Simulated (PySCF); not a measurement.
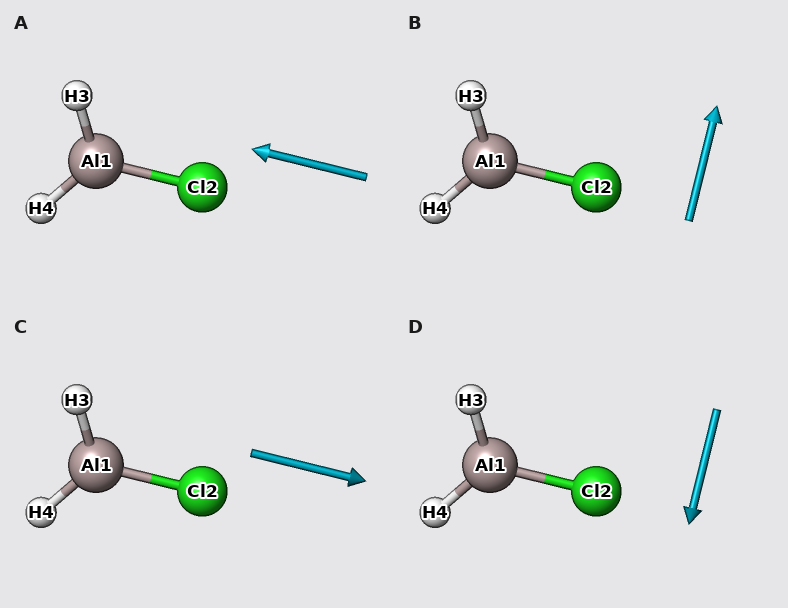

The same molecule four times, each with an arrow. Computed geometry: PBE0-D3(BJ)/def2-SVP optimisation. No frequency run is at hand to confirm it as a minimum. Properties computed with CAM-B3LYP/def2-SVPD in dichloromethane (IEF-PCM) (PySCF 2.14.0).

Question: Which arrow points along the dipole moment, from the negative to the positive end?

Answer: A. The dipole moment is 1.83 D; it points from the side of Cl2 to the side of H3, H4 (the outermost atoms at the two ends).
